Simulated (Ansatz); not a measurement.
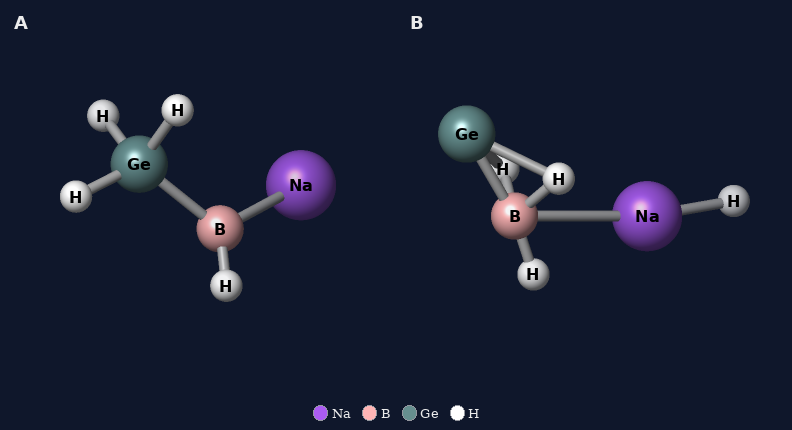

2 stationary structures of one formula. Geometries: PBE0-D4/def2-TZVP. Electronic energies: PBE0-D4/def2-TZVP (Ansatz 0.2.0), without zero-point energy. No frequency run is at hand to confirm each as a minimum. Each is one conformer, not always the lowest.

Question: Rank them by energy, lowest first.

Answer: A is lowest (C1); B lies 12.1 kcal/mol above it (Cs).
